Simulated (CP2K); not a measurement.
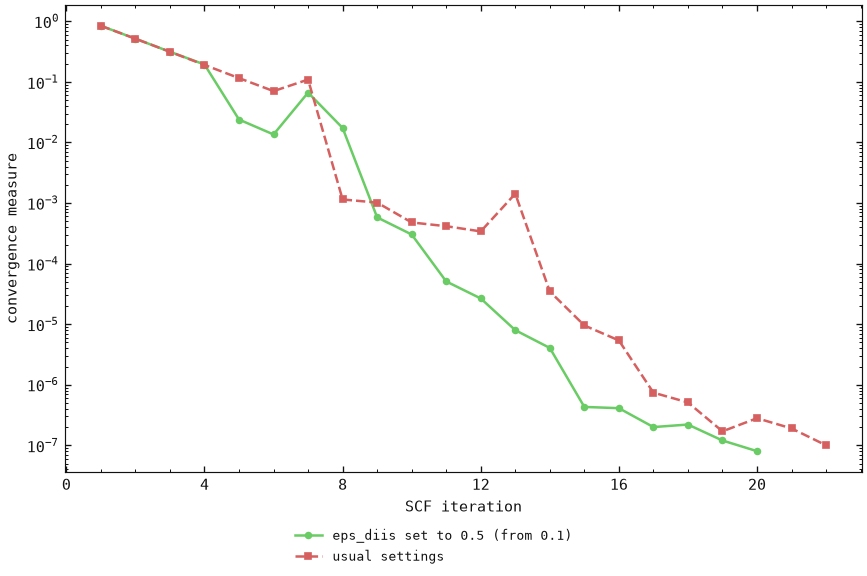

Two SCF runs that differ in one setting.
C₂H₈B₂ClN (SMILES CB(C)B(N)Cl); CP2K 2026.2, RHF MNDO.

How did each SCF end?

“eps_diis set to 0.5 (from 0.1)” converged in 20 iterations. “usual settings” converged in 22 iterations. CP2K mixes the density linearly, with weight alpha, until the error falls below EPS_DIIS, and only then turns to DIIS. That happens at step 7 with the usual settings and at step 4 in the changed run. Both end at the same energy within 1 meV.
